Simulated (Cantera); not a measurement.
A closed system holds: 1 mol Al, a varied amount of HCl, held at 552 °C and 10.0 mbar.

These are equilibrium values from Cantera (NASA tables, ideal gas, pure condensed phases), not measurements of a reactor. Candidate condensed phases: Al, AlCl3; 12 gas species. The tables' values for AlCl2 are old estimates; treat these amounts as uncertain. Rates play no part.

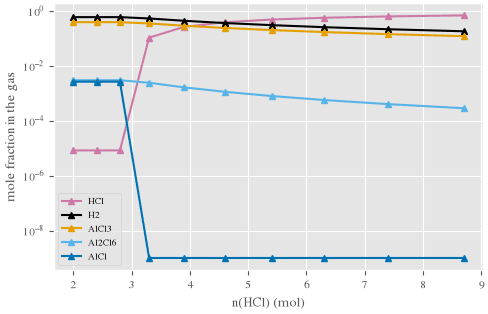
Figure. Equilibrium gas composition (values under 1e-9 drawn at 1e-9)

From 2 mol HCl to 2.8 mol HCl the condensed part is Al(s). From 3.3 mol HCl to 8.7 mol HCl nothing is condensed. The main Al-bearing gas is AlCl3 throughout.
